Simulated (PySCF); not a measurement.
Chlorotrifluoromethane, SMILES FC(F)(F)Cl at its B3LYP/def2-SVP optimised geometry (Å):

```
5

F     -0.7840    -1.1550     1.0779
C     -0.3574    -0.5109     0.0000
F      0.9688    -0.5109     0.0000
F     -0.7845    -1.1543    -1.0781
Cl    -0.9688     1.1550     0.0000
```

Computed with B3LYP/def2-TZVP (PySCF). Cells within 0.4 Å of a nucleus heavier than hydrogen are left out (blank, or x).

Map of the LUMO amplitude (bohr^(-3/2)), clipped to [-0.25, 0.25] on the plane z = 0.0 Å; orbital energy -0.45 eV, overall sign arbitrary:

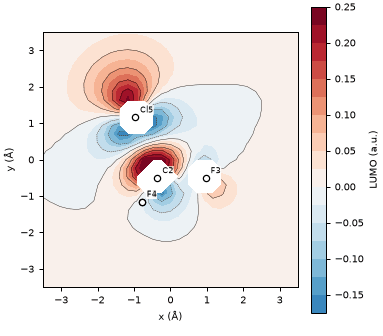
Figure: LUMO amplitude (bohr^(-3/2)), clipped to [-0.25, 0.25] on the plane z = 0.0 Å.
